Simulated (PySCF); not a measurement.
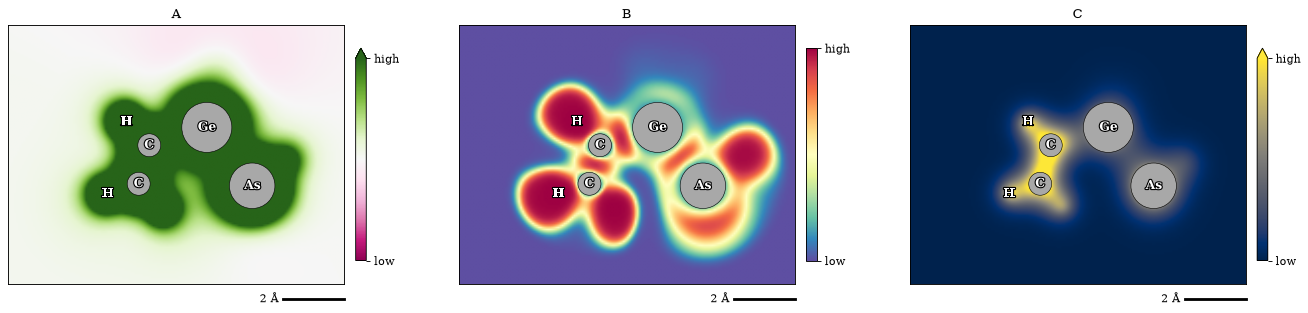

C3H9AsGeS: 3 fields on the plane of atoms C2, Ge3 and As4, with unlabelled colour scales. Grey discs cover the atomic cores.

Geometry: GFN2-xTB.

The calculation used CAM-B3LYP/def2-SVPD, SCF density, gas phase (PySCF 2.14.0).

```xyz
15

C     2.2659   -0.7457    0.1031
C     1.4102   -1.0220   -0.8653
Ge    0.0725    0.2897   -1.5013
As    0.4613    2.4631   -0.4933
S    -1.9680   -0.5902   -1.1846
C    -2.0265   -0.5560    0.6366
H     2.2768    0.2284    0.5801
H     2.9972   -1.4535    0.4655
H     1.4111   -2.0027   -1.3234
H     0.1571    0.2895   -3.0324
H    -0.9648    2.8621   -0.7261
H     0.0648    1.9125    0.8527
H    -1.1742   -1.0905    1.0481
H    -2.0401    0.4738    0.9875
H    -2.9478   -1.0506    0.9252
```

Question: Which field does each panel show? The fields are: electron density, electron localisation function and electrostatic potential.

Answer: Panel A: electrostatic potential (strongly positive close to the atoms and fading to about zero outside). Panel B: electron localisation function. Panel C: electron density. From the grid: C–C (1.32 Å): ρ at the midpoint is about 2.4 e/Å³; the ELF peaks at about 0.95 between the atoms: a multiple bond. C–Ge (1.98 Å): ρ is about 0.86 e/Å³ halfway; the ELF peaks at about 0.95 in the valence shell of C, 0.7 Å from its nucleus, and is about 0.70 at the midpoint.
